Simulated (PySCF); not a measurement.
Vertical excitations of a molecule CH7GeNSi2 from TDA-M06-2X/def2-SVPD run with PySCF, as energy in eV (oscillator strength): 2.94 (0.000), 4.99 (0.000), 5.08 (0.012), 5.16 (0.011), 5.74 (0.001), 5.86 (0.022), 6.17 (0.057), 6.48 (0.174), 6.74 (0.278), 6.88 (0.093). Lowest triplet (TDA): 2.40 eV. Geometry: ωB97X-D3(BJ)/def2-SVP. One conformer was computed; it need not be the lowest.

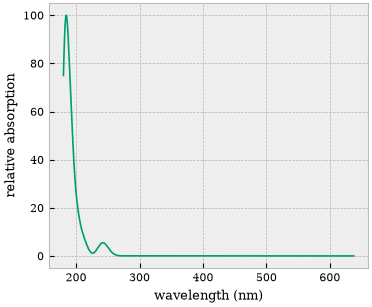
The lines broadened by 0.4 eV.

### Question
Which molecule gave these data?
A. C1=[N][GeH2][SiH2][SiH2]1
B. [GeH3][C]1=N[SiH2][SiH2]1
C. [SiH3][C]1=N[SiH2][GeH2]1
D. [CH]1=N[SiH2][SiH2][GeH2]1

### Answer
C, [SiH3][C]1=N[SiH2][GeH2]1
